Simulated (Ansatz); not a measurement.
Frequency calculation, with input and output: GaH₃

The run: frequency calculation of GaH₃. Method and program: RKS B3LYP-D4/def2-SVP (Ansatz 0.2.0).

It belongs to a series of runs on one base structure; here: vibrations at the highest image of the band. Figures and captions count atoms from 1; the log counts them from 0 in places.

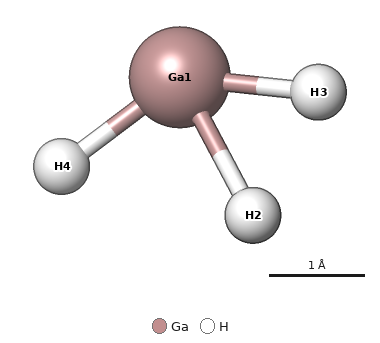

**Figure 1.** The input geometry (ball-and-stick view, seen at a tilt; atoms are numbered from 1 in the order of the input). Sticks mark near contacts.

Input
```yaml
crystal:
  periodic: [false, false, false]
  atoms:
    - { symbol: Ga, position_ang: [0.377791, 0.000987, -0.530581] }
    - { symbol: H, position_ang: [0.614562, -0.000685, 1.292169] }
    - { symbol: H, position_ang: [1.714778, -0.000128, 0.279752] }
    - { symbol: H, position_ang: [-1.128529, -0.000173, -0.12984] }
basis:
  gaussian: { orbitals: def2-SVP }
hamiltonian:
  xc: b3lyp
  dispersion: d4
phonons: {}
```

Command:
```bash
ansatz run input.yaml --threads 1 --pin off --max-ram 2048MiB --backend cpu --events-out ev --progress --plain --runs-dir out
```

What the program printed
```
Engine: ansatz 0.2.0, aarch64-unknown-linux-gnu
Functional definition: B3LYP
  parameter a0 = 0.2
  parameter ax = 0.72
  parameter ac = 0.81
  exchange = (1 - a0 - ax)*slater_x + ax*b88_x + a0*exact_x
  correlation = (1 - ac)*vwn_rpa_c + ac*lyp_c
508 factors; integrals over basis functions are off by at most 3.3e-4 eV
mean field evaluation 1: about -52416.9199 eV, gradient 2.4e1 eV
mean field evaluation 2: about -52415.2067 eV, gradient 3.3e1 eV
mean field evaluation 4: about -52418.2587 eV, gradient 1.3e0 eV
mean field evaluation 8: about -52418.2660 eV, gradient 1.1e-2 eV
mean field -52418.26596866 eV, -1926.3357439716 hartree, gradient 4.6e-5 eV, S^2 0.000000; 0 other end points of the search recorded, 0 dependent functions left out
the calculation of the forces begins
reference -52418.26616278 eV, -1926.3357511053 hartree; 17, 17 occupied and 30, 30 virtual orbitals, 508 factors
these checks for a lower state are left out or cut short: stability, starts, cluster_reference, orbital_swaps, neighbouring_geometries, increment
508 factors; integrals over basis functions are off by at most 3.3e-4 eV
mean field evaluation 16: about -52418.2659 eV, gradient 3.1e-5 eV
mean field -52418.26591317 eV, -1926.3357419322 hartree, gradient 5.9e-7 eV, S^2 0.000000; 0 other end points of the search recorded, 0 dependent functions left out
[... from here on the field's lines of each further geometry are left out, up to the last ...]
the calculation of the forces begins
reference -52418.26616377 eV, -1926.3357511416 hartree; 17, 17 occupied and 30, 30 virtual orbitals, 508 factors
these checks for a lower state are left out or cut short: stability, starts, cluster_reference, orbital_swaps, neighbouring_geometries, increment
508 factors; integrals over basis functions are off by at most 3.3e-4 eV
mean field -52418.26596409 eV, -1926.3357438036 hartree, gradient 1.6e-6 eV, S^2 0.000000; 0 other end points of the search recorded, 0 dependent functions left out
the calculation of the forces begins
reference -52418.26615821 eV, -1926.3357509373 hartree; 17, 17 occupied and 30, 30 virtual orbitals, 508 factors
WARN: phonons: modes at or below zero, which the zero-point energy, F, S and C_V leave out: 1, the lowest at -1174.31 cm⁻¹. A minimum has none, and a first-order saddle one
Total energy: -52418.32531540 eV, -1926.3379249239 hartree
Atom 0 at     0.377791     0.000987    -0.530581 Å, force     0.003182    -0.001199    -0.000062 eV/Å
Atom 1 at     0.614562    -0.000685     1.292169 Å, force     0.001393    -0.000630    -0.005656 eV/Å
Atom 2 at     1.714778    -0.000128     0.279752 Å, force     0.001533     0.001023     0.003969 eV/Å
Atom 3 at    -1.128529    -0.000173    -0.129840 Å, force    -0.006108     0.000807     0.001749 eV/Å
Dipole moment:    -0.005717     0.000258    -0.123875 e Å
Vibrations: -1174.31 467.83 750.13 1258.82 1974.98 2008.76 cm⁻¹, zero-point energy 0.400502 eV
```

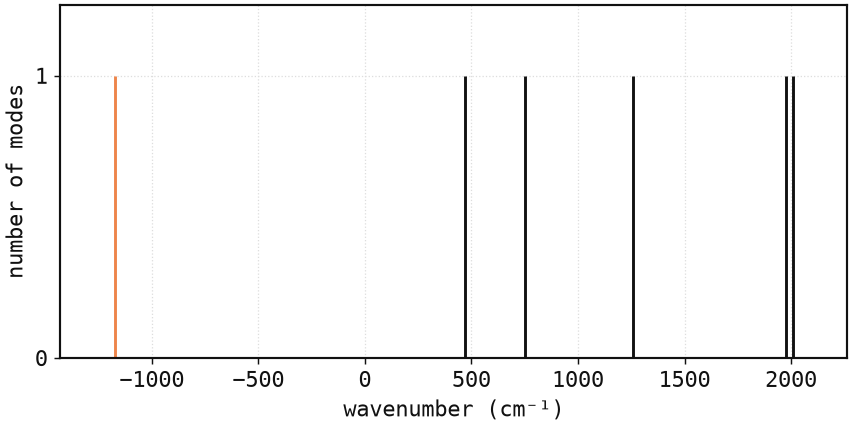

**Figure 2.** Harmonic vibrational wavenumbers from the force constants; neighbouring modes closer than 14 cm⁻¹ are counted in one stick, and imaginary ones are drawn at negative wavenumbers. 6 modes from 1174i to 2009 cm⁻¹, 1 imaginary beyond 8i (1174i cm⁻¹): a first-order saddle point, if the geometry is stationary.

Summary

```tsv
quantity	value
outcome	converged
total energy	−52418.3253 eV
mean-field energy	−52418.2662 eV
largest force (length of the vector)	0.006 eV/Å
hardware	1 thread of Arm Neoverse V2, 24 GiB of memory available, shared host
wall time	12 s
peak memory	0.092 GiB
```
